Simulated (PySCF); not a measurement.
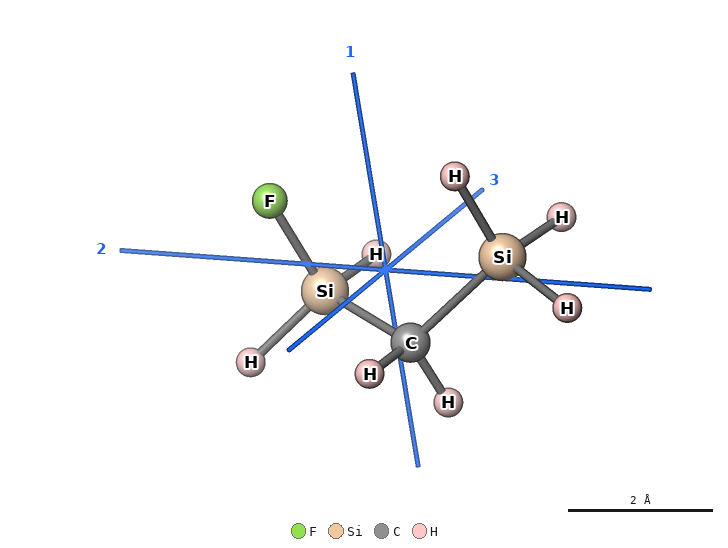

The three principal axes of inertia are drawn and numbered. Atoms fade into the background with distance from the viewer. The computed structure is the end point of a PBE0-D3(BJ)/def2-SVP optimisation. No frequency run is at hand to confirm it as a minimum. Masses are those of the most abundant isotopes; constants are for the rigid equilibrium geometry.

### Which line is the a axis (least moment of inertia), which b and which c?

a is line 2, b is line 1, c is line 3; the moments are 61.4, 227, 262 u Å².

### What kind of rotor is it, and what are its rotational constants in GHz?

An asymmetric top (C1): A = 8.24, B = 2.22, C = 1.93 GHz. Ray's parameter κ is −0.91, close to the prolate limit.
